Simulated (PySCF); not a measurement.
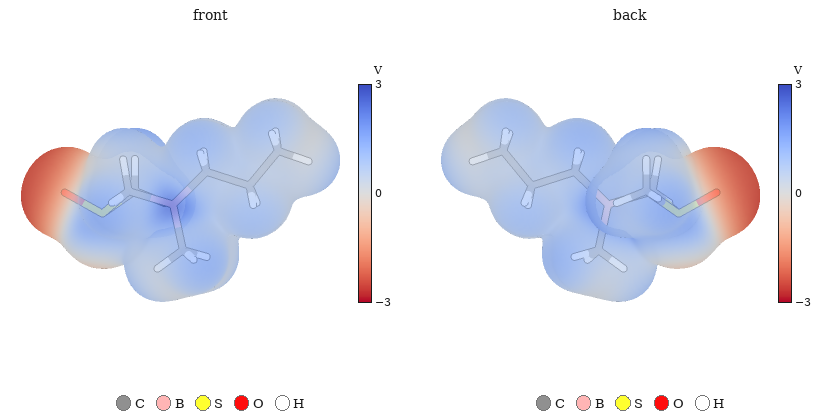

*C6H15BOS. The molecular electrostatic potential painted on the density surface at 0.004 e/bohr³, seen from the front and from behind; red is negative and blue positive.*

Geometry: GFN2-xTB.

All numbers below come from PBE0/pcSseg-1, SCF density, gas phase, non-relativistic (PySCF 2.14.0).

```csv
atom,x (Å),y (Å),z (Å)
C,3.2164,1.1759,-0.4580
C,2.1711,0.0663,-0.4840
C,0.9274,0.4361,0.3281
B,-0.2400,-0.6258,0.4077
C,-0.1725,-2.0155,-0.3288
C,-1.5164,-0.2830,1.2560
S,-3.0731,-0.5115,0.2528
C,-2.6258,0.7339,-1.0386
O,-4.1438,0.1079,1.0361
H,4.0939,0.8933,-1.0354
H,3.5311,1.3801,0.5634
H,2.8112,2.0936,-0.8797
H,1.8873,-0.1324,-1.5197
H,2.6081,-0.8490,-0.0804
H,0.5262,1.3760,-0.0668
H,1.2452,0.6833,1.3471
H,-1.1147,-2.5583,-0.3286
H,0.5651,-2.6511,0.1621
H,0.1658,-1.9250,-1.3596
H,-1.5689,0.7219,1.6722
H,-1.6537,-0.9884,2.0767
H,-1.7515,0.3754,-1.5686
H,-2.4298,1.6893,-0.5651
H,-3.4703,0.8269,-1.7143
```

**Describe the electrostatic potential map.**

The most negative region (about −2.4 V) lies over O9, the most positive (about +2.0 V) over B4. O9 is the likeliest acceptor of a hydrogen bond.
